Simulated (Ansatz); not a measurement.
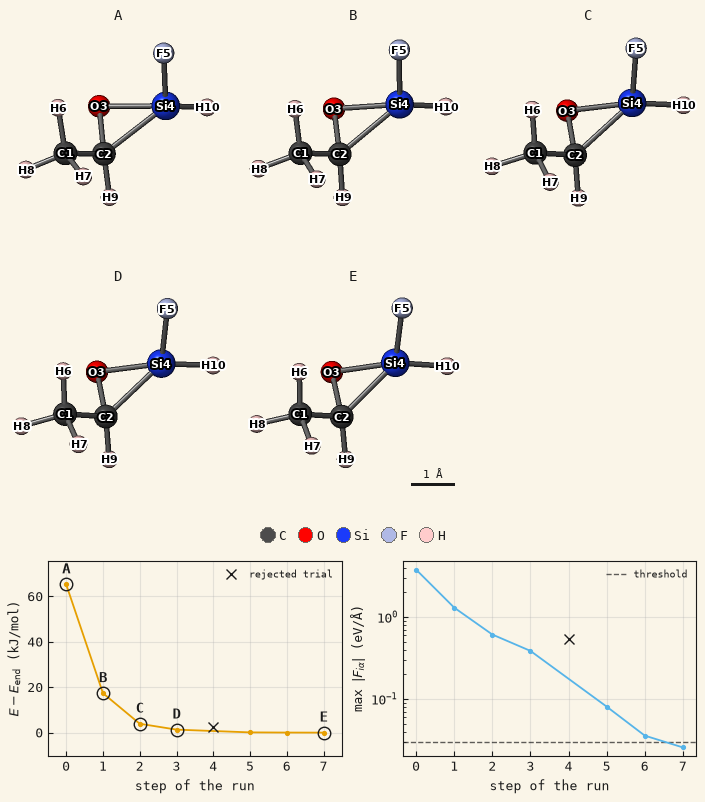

Frames of a relaxation of C2H5FOSi (coarse preliminary run), marked on the history of the run. The picture is a ball-and-stick view, seen from a free direction.

The start comes from a force field.

Level of theory: Ansatz, RKS PBE-D4/def2-SVP.

Input
```yaml
crystal:
  periodic: [false, false, false]
  atoms:
    - {symbol: C, position_ang: [-0.991700, -0.573400, 0.703500]}
    - {symbol: C, position_ang: [0.344200, -0.496200, 0.170900]}
    - {symbol: O, position_ang: [0.425900, -0.490800, -1.259600]}
    - {symbol: Si, position_ang: [1.080600, 0.980300, -0.691500]}
    - {symbol: F, position_ang: [-0.065500, 2.074900, -1.087200]}
    - {symbol: H, position_ang: [-1.754000, 0.023000, 0.054000]}
    - {symbol: H, position_ang: [-1.056900, -0.088900, 1.698700]}
    - {symbol: H, position_ang: [-1.343500, -1.549100, 0.760700]}
    - {symbol: H, position_ang: [1.040000, -1.078500, 0.788600]}
    - {symbol: H, position_ang: [2.404100, 1.147600, -1.135200]}
basis:
  gaussian: {orbitals: def2-SVP}
hamiltonian: {xc: pbe, dispersion: d4}
relax: {f_tol: 0.03, max_steps: 200}
```

Launched with:
```bash
ansatz run in.yaml --threads 4 --pin off --events-out ev --progress --plain --max-ram 10444MiB
```

> What happens along the run?

The atom that moves furthest after the best rigid fit is H7 (0.25 Å). By element the largest moves are H 0.25 Å, F 0.21 Å, O 0.18 Å, Si 0.17 Å, C 0.10 Å. Among the contacts that change: C2–O3 1.433 → 1.518 Å, Si4–H10 1.406 → 1.488 Å, C1–H8 1.039 → 1.111 Å, C1–C2 1.440 → 1.508 Å. Bond angles that change, for instance: O3–Si4–F5 103.2° → 117.0°, F5–Si4–H10 120.3° → 107.4°, O3–C2–H9 121.9° → 110.8°. The energy falls by 65.2 kJ/mol in 6 accepted moves (7 points after the start). The largest force component goes from 3.8 to 0.026 eV/Å. The line search rejected the trial step at point 4 of the run. From step 0 to 1: H10 moves most (0.10 Å), energy −47.9 kJ/mol. From step 1 to 2: H10 moves most (0.09 Å), energy −13.4 kJ/mol. From step 2 to 3: H7 moves most (0.05 Å), energy −2.59 kJ/mol. From step 3 to 7: H8 moves most (0.06 Å), energy −1.32 kJ/mol.

| step | E − E(0), kJ/mol | largest force component, eV/Å | note |
| --- | --- | --- | --- |
| 0 | 0.00 | 3.7795 |  |
| 1 | -47.90 | 1.2986 |  |
| 2 | -61.34 | 0.6104 |  |
| 3 | -63.93 | 0.3853 |  |
| 4 | -62.58 | 0.5433 | rejected |
| 5 | -65.14 | 0.0805 |  |
| 6 | -65.22 | 0.0357 |  |
| 7 | -65.25 | 0.0256 |  |
